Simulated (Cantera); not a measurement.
Input: 1 mol Si₃N₄, 61 mol H₂, held at 2.18 Torr.

Method: chemical equilibrium by Gibbs-energy minimisation in Cantera with the NASA 1993 tables (ideal gas, pure condensed phases). Candidate condensed phases: Si, Si₃N₄; 18 gas species. Mutual solubility and eutectic melting of coexisting phases are not modelled. The tables' values for SiN are old estimates; treat these amounts as uncertain. Gases not in the tables: Si₂H₆ and higher silanes. Equilibrium is a limit: real reactors are often held back by kinetics, nucleation or transport.

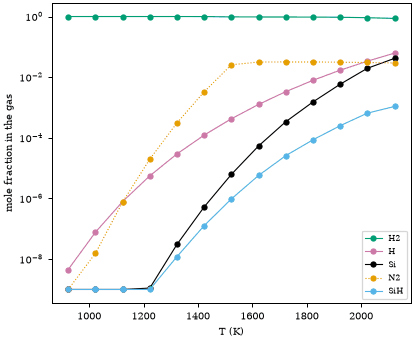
Fig. 1. Equilibrium gas composition (values under 1e-9 drawn at 1e-9)

From 923 K to 1123 K the condensed part is Si₃N₄(s). From 1223 K to 1523 K the condensed part is Si(s) + Si₃N₄(s). At 1623 K the condensed part is Si(s). From 1723 K to 2023 K the condensed part is Si(l). At 2123 K nothing is condensed.
